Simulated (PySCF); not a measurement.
**C2H5OSSi (doublet): density, localisation and related maps**

Input file:

```
{"job": {"kind": "epr", "basis": "pcH-1"}, "charge": 0, "multiplicity": 2}
C      1.512584     0.169085     0.650720
C      1.198898     0.737075    -0.577220
O      1.886606     1.018716    -1.520920
S     -0.601605     1.272216    -0.607072
Si    -1.671099    -0.550202    -0.130683
H      0.766044    -0.100223     1.372543
H      2.551061     0.099792     0.928461
H     -1.957381    -0.515322     1.299187
H     -0.809366    -1.667865    -0.487096
H     -2.866859    -0.458616    -0.950446
```

Launched as:

```sh
OMP_NUM_THREADS=1 python probes_run.py task.json out
```

Geometry: GFN2-xTB.

Theory: UKS B3LYP, pcH-1 on C H O S Si, non-relativistic, mean-field spin-orbit, GIAO (PySCF 2.14.0, density-fitted response routines).

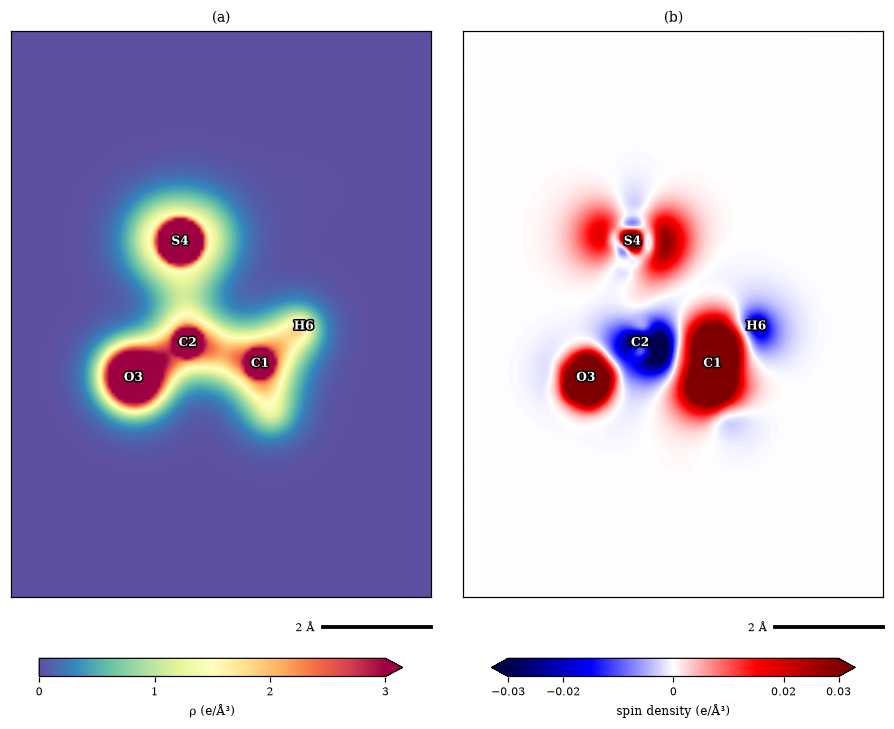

Figure 1. (a) electron density; (b) spin density (α minus β) on the plane of atoms C1, C2 and S4.

> What do the fields say about this system?

- Atoms in the plane: C, O, S and H.
- C–O (1.20 Å): ρ at the midpoint is about 3.4 e/Å³.
- C–C (1.39 Å): ρ is about 2.1 e/Å³ halfway.
- C–S (1.88 Å): ρ at the midpoint is about 1.1 e/Å³.
- C–H (1.07 Å): ρ at the midpoint is about 2.1 e/Å³.
- The unpaired spin (1 electron) lies mostly on C1 (about 0.6), O3 (about 0.2) and S4 (about 0.1), in electrons by Hirshfeld's partition.

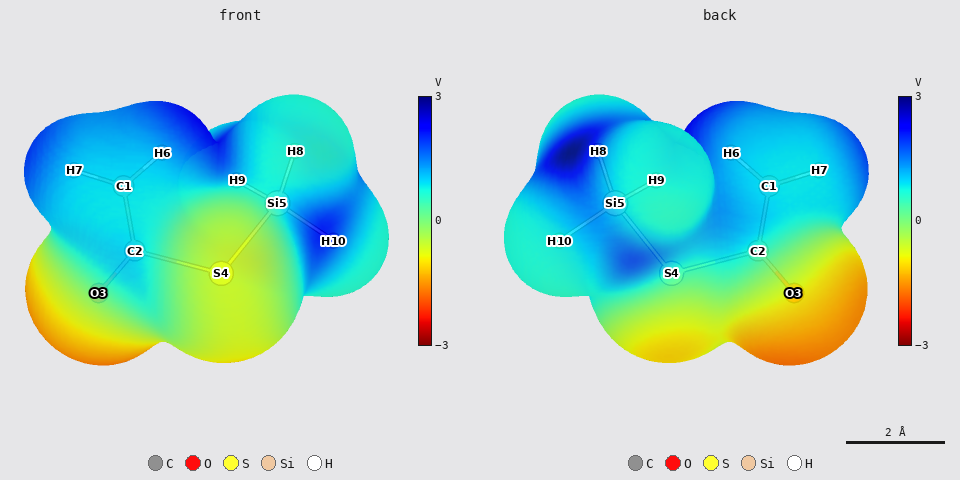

Figure 2. The electrostatic potential painted on the density surface at 0.004 e/bohr³, seen from the front and from behind; red is negative and blue positive.

> Which sites attract a positive test charge, and which a negative one?

A positive charge is drawn to the negative regions and a negative charge to the positive ones. The most negative region (about −1.7 V) lies over O3, the most positive (about +2.8 V) over Si5. O3 is the likeliest acceptor of a hydrogen bond.
